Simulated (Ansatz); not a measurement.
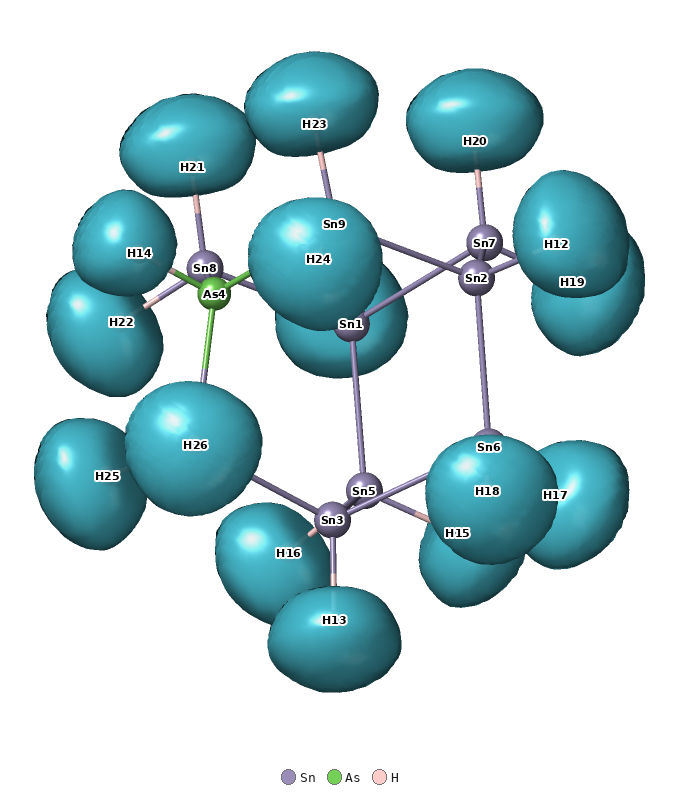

The picture shows: AsH16Sn9 (charge +2, doublet). Isosurface of the ELF at 0.9 (cyan), seen at a tilt. Only the valence region is drawn (cores and ρ < 0.01 e/Å³ removed).

Geometry: r2SCAN-D4/def2-SVP; core potentials replace the inner electrons of Sn.

Method: Ansatz 0.2.0, UKS PBE0-D4/def2-TZVP.

The calculation's input:

```
crystal:
  periodic: [false, false, false]
  atoms:
    - {symbol: Sn, position_ang: [-1.573983, 1.552185, -1.732746]}
    - {symbol: Sn, position_ang: [1.604663, -1.523220, -1.704586]}
    - {symbol: Sn, position_ang: [-1.519414, -1.474095, 1.808412]}
    - {symbol: As, position_ang: [1.482205, 1.518548, 1.417619]}
    - {symbol: Sn, position_ang: [-3.194955, -0.171299, -0.205268]}
    - {symbol: Sn, position_ang: [-0.174703, -3.158782, -0.241708]}
    - {symbol: Sn, position_ang: [0.073508, 0.060811, -3.448582]}
    - {symbol: Sn, position_ang: [-0.083715, 3.175005, 0.011844]}
    - {symbol: Sn, position_ang: [3.189390, -0.044277, 0.081693]}
    - {symbol: Sn, position_ang: [0.201342, 0.166645, 3.308408]}
    - {symbol: H, position_ang: [-2.693035, 2.586412, -2.523153]}
    - {symbol: H, position_ang: [2.628671, -2.682927, -2.450688]}
    - {symbol: H, position_ang: [-2.385843, -2.510494, 2.869483]}
    - {symbol: H, position_ang: [2.379826, 2.449827, 2.205172]}
    - {symbol: H, position_ang: [-3.899178, -1.488412, -1.030410]}
    - {symbol: H, position_ang: [-4.266823, 0.518929, 0.944700]}
    - {symbol: H, position_ang: [-1.508778, -3.784865, -1.107536]}
    - {symbol: H, position_ang: [0.410317, -4.277415, 0.919933]}
    - {symbol: H, position_ang: [-0.880378, -0.966233, -4.424364]}
    - {symbol: H, position_ang: [1.102179, 1.105231, -4.323408]}
    - {symbol: H, position_ang: [1.080343, 4.167552, -0.743530]}
    - {symbol: H, position_ang: [-0.946885, 3.946349, 1.266515]}
    - {symbol: H, position_ang: [4.227738, 1.092245, -0.652271]}
    - {symbol: H, position_ang: [3.901278, -0.931493, 1.355167]}
    - {symbol: H, position_ang: [-0.607348, 1.352625, 4.226646]}
    - {symbol: H, position_ang: [1.429577, -0.686253, 4.126659]}
basis:
  gaussian: {orbitals: def2-TZVP, fitting: {mean_field: def2-universal-jkfit}, initial_orbitals: start.molden}
total_charge: 2
magnetization: {spin_polarized: true, initial_magnetization: 1}
hamiltonian: {xc: pbe0, dispersion: d4}
scf: {omitted_lower_state_checks: [starts]}
output: {orbitals: {seedname: orbitals}}
```

Command:

```sh
ansatz run in.yaml --threads 2 --pin off --events-out ev --progress --plain --max-ram 32768MiB --backend cuda --devices 0, --max-vram 18GiB
```

**Where are the electrons localised?**

At this value the surface marks out 16 regions around hydrogen nuclei. Profiles from the grid: Sn–As (2.65 Å): the ELF peaks at about 0.85 between the atoms; a shared electron pair. Sn–Sn (2.81 Å): the ELF peaks at about 0.75 between the atoms.
